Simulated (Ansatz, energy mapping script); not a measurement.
# NiO in the rock-salt structure: exchange couplings from total energies, part 2 of 2

How strongly do the moments of NiO in the rock-salt structure couple under LDA+U (7.2 eV)? The plan is to run several orders and fit a Heisenberg model.

LDA with U = 7.2 eV on Ni d, ortho-atomic projectors; plane waves, U on orthogonalised atomic orbitals unless named otherwise, collinear spin, no spin–orbit coupling.

So far. Step 9 (Run 7 (parallel; cell D, 6 atoms)): The run ends ferromagnetic. For each magnetic atom its energy differs from the parallel run of the first cell by 0.01 meV, an error that one common reference would have brought in. Step 10 (Run 8 (uncompensated ++−; cell D, 6 atoms)): The run ends ferrimagnetic, 72.78 meV a magnetic atom below the parallel order of its cell.

### Step 11. Mapping onto a Heisenberg model

Each energy difference is a sum of couplings weighted by the pairs that the order reverses. A few near shells are fitted to the differences by least squares. Energies are those extrapolated to zero occupation width, not the free energies F.

The orders that converged (zero: parallel moments in the same cell):

```
                      order  atoms  energy (meV a magnetic atom)  moments (μB)  moments kept as typed  opposed neighbours at 2.97, 4.20, 5.15 Å
         parallel in cell A      4                          0.00          1.71                    yes                                   0, 0, 0
   compensated +− in cell A      4                       -104.45          1.65                    yes                                  6, 6, 12
         parallel in cell B      4                          0.00          1.71                    yes                                   0, 0, 0
   compensated +− in cell B      4                         13.52          1.72                    yes                                  8, 0, 16
         parallel in cell C      6                          0.00          1.71                    yes                                   0, 0, 0
uncompensated ++− in cell C      6                        -45.02  1.67 to 1.69                    yes                             6.67, 2.67, 8
         parallel in cell D      6                          0.00          1.71                    yes                                   0, 0, 0
uncompensated ++− in cell D      6                        -72.78  1.65 to 1.68                    yes                                  4, 4, 12
```

Couplings from the energies, with E = −Σ J e·e over ordered pairs:

```
 pair  distance (Å)  neighbours  J (meV)
Ni–Ni          2.97          12    0.465
Ni–Ni          4.20           6    -9.71
Ni–Ni          5.15          24    0.159
```

These orders cannot tell some unfitted shells from fitted ones: the value at 2.97 Å holds J(2.97) + 4 J(7.86); other unfitted shells add to the values wholly or in part.

Adding the shell at 5.94 Å gives 0.84, -9.5, 0.0047 and -0.40 meV and a mean-field temperature of 406 K, an exact solve that tests nothing.

In mean field these couplings order at 451 K, at q = (0.50, 0.50, 0.50) in fractions of the conventional cell's reciprocal vectors, and give a Curie–Weiss temperature of -378 K.

### Step 12. Finite temperature

Mean field ignores fluctuations and overstates the ordering temperature, so the model is also sampled. The heat capacity peaks where order sets in.

Classical unit spins with these couplings on 8×8×4 copies of a cell that holds the lowest order (512 spins), heat-bath sweeps, cooled from random directions, 1009 sweeps to settle and 3027 measured at each temperature, averaged over 4 runs.

```
T (K)  order along the lowest pattern  net moment  heat capacity (k_B a spin)
 54.1                            0.52        0.01                        1.01
 92.5                            0.42        0.01                        1.10
  150                            0.40        0.01                        1.18
  188                            0.37        0.02                        1.27
  227                            0.33        0.02                        1.35
  284                            0.28        0.02                        1.71
  304                            0.27        0.02                        1.91
  323                            0.23        0.02                        1.84
  361                            0.17        0.03                        1.32
  400                            0.12        0.03                        0.72
  457                            0.10        0.03                        0.37
  496                            0.08        0.03                        0.28
```

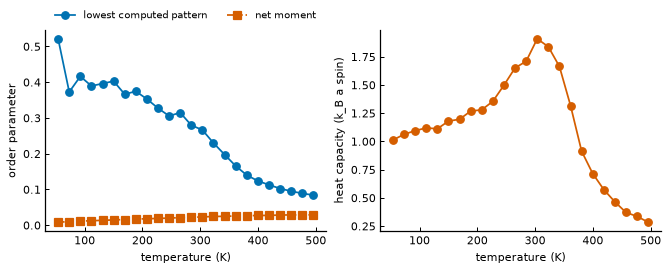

Order parameter and heat capacity against temperature.

The smoothed heat capacity peaks at 309 K. The order column follows one pattern alone; equivalent domains or another pattern share the rest.

### Step 13. Beside the first set of runs

The first set of orders, under LDA+U (1.2 eV), took 6.5 min of CPU time summed over its finished orders (seed run apart), these 5.9 min.

```
                           quantity  this set  first set
                   J at 2.97 Å, meV     0.465       1.74
                   J at 4.20 Å, meV     -9.71      -25.4
                   J at 5.15 Å, meV     0.159      0.351
ordering temperature, mean field, K       451       1180
 heat-capacity peak, Monte Carlo, K       309        809
```

The coupling that led in the first set goes from -25.4 to -9.71 meV.

### Step 14. Results

```
lowest order tried                                              : compensated +− in cell A
largest fitted value (a combination of shells), Ni–Ni at 4.20 Å : -9.71 meV
ordering temperature, mean field                                : 451 K
heat-capacity peak, Monte Carlo                                 : 309 K
```

What this shows: Of the orders tried, NiO in the rock-salt structure prefers the order “compensated +− in cell A” under LDA+U (7.2 eV), with 6 of 12 neighbours at 2.97 Å, 6 of 6 neighbours at 4.20 Å and 12 of 24 neighbours at 5.15 Å opposed, and the heat capacity of the fitted model peaks near 309 K (Monte Carlo, classical spins). The coupling at 4.20 Å is 0.38 times that of the first set, at 0.91 times the CPU time. The largest fitted coupling is the Ni–Ni pair at 4.20 Å, antiferromagnetic at -9.7 meV, across a ligand at about 180°. The straight metal–ligand–metal path outweighs the right-angled one, the pattern expected of superexchange through one ligand p orbital, which these runs do not test. The orders also reverse pairs at 5.94 Å, which are not fitted, so the fitted values hold their part too. With 4 differences for 3 couplings the fit misses by 2.7 meV at most, a small part of the spread. In the fitted orders moments change by up to 3.7 % against the parallel run of the same cell, so their size stays put. Monte Carlo puts the peak at 0.69 of the mean-field temperature, since mean field leaves out fluctuations. In tests on simple cubic and body-centred models such peaks lay 5 to 6 % under the bulk value. On cooling, the order along the one computed pattern stays at or under 0.52: the model settles in an equivalent domain, a degenerate mixture or another order. The parallel order holds 2 μB a magnetic atom, spin 1; the common factor (S+1)/S would raise the classical 309 K to 618 K, a correction that often overshoots. The classical value and the one scaled by (S+1)/S differ by a factor of 2, so closeness of either to the measured temperature is partly a matter of convention. The cell was built from a prototype and relaxed; a distortion that needs a larger cell, or another structure that the compound may prefer, is not captured.

1 further run of the session is left out of this account and of its counts and ranges: runs hit by known faults of a program or its files, repeats, responses too ill-conditioned to give a U, cells squeezed past sense, harmless faults, or fits whose shells could not be counted again from the structure.

Calculation against experiment:

| quantity | measured | PBEsol+U | LDA+U (7.2 eV), Monte Carlo | LDA+U (7.2 eV), Monte Carlo × (S+1)/S |
| --- | --- | --- | --- | --- |
| lattice constant a (Å) | 4.177 | 4.203 (+0.6 %) | - | - |
| ordering temperature (spin model) (K) | 524 | - | 309 (-41.1 %) | 618 (+17.9 %) |

Measured values from pmc:4977526 (2016) and arxiv:cond-mat/0609101 (2006).

How well it matches: The lattice constant a is off by +0.6 %. The ordering temperature is off by -41.1 % at LDA+U (7.2 eV), Monte Carlo: a clear miss. Of the levels listed, nearest comes LDA+U (7.2 eV), Monte Carlo × (S+1)/S (+17.9 %). A U picked for its result is no test. The grades are ours: good and fair within 0.7 and 1.5 % for the lattice constant a. For lattice constants the calculation has a static lattice, without zero-point motion or thermal expansion.

[Logs and program files are shortened in this print: banners, set-up blocks, solver, clock and traceback lines can be left out without a mark of their own.]

[Logs are printed without paths, hosts, clocks, repeated set-up lines and the standing remarks that a program may print on its own settings, such as how far it seeks lower states.]

[Hosts, paths, dates, database ids (printed as entryN), source tags and the programs' standing remarks are cut or masked in the printed files.]

[Where a cell is said to come from a database of computed structures, the database is the Materials Project.]
